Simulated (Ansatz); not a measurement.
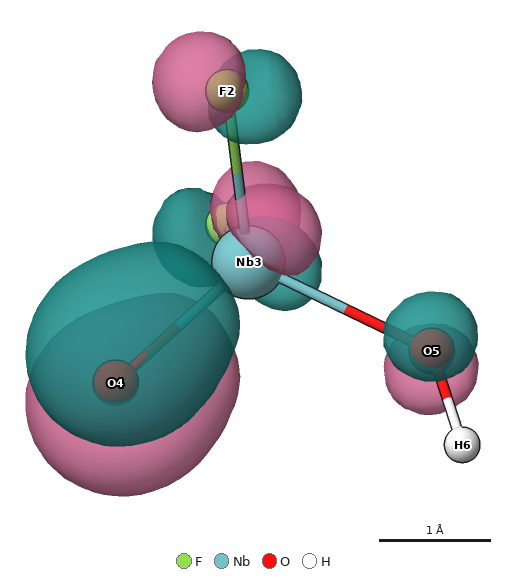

F₂HNbO₂. The HOMO at ±0.15 Å⁻³ᐟ² (teal and pink are the two phases), seen at an oblique angle.

Geometry: PBE0-D4/def2-SVP; core potentials replace the inner electrons of Nb.

Method: isolated molecule in a Gaussian basis; Kohn-Sham density functional theory, functional PBE0 in Ansatz 0.2.0.

Input file:

```
crystal:
  periodic: [false, false, false]
  atoms:
    - {symbol: F, position_ang: [-0.692961, -0.829055, -1.815132]}
    - {symbol: F, position_ang: [-0.155312, 1.985789, -0.651433]}
    - {symbol: Nb, position_ang: [-0.302212, 0.162056, -0.282611]}
    - {symbol: O, position_ang: [-1.558292, -0.054025, 0.820362]}
    - {symbol: O, position_ang: [1.270827, -0.467869, 0.514329]}
    - {symbol: H, position_ang: [1.480050, -0.860897, 1.368284]}
basis:
  gaussian:
    orbitals: def2-TZVPD
hamiltonian:
  xc: pbe0
output: {forces: true, orbitals: {seedname: orbitals}}
```

Command:

```sh
ansatz run input.yaml --threads 2 --pin off --max-ram 5220MiB --events-out events.jsonl --progress --plain --runs-dir runs
```

> Describe this orbital and give its energy.

Its weight (Hirshfeld) is mainly on O4 (about 65 %), Nb3 (about 15 %), F2 (about 5 %) and F1 (about 5 %). Its energy is −10.21 eV.
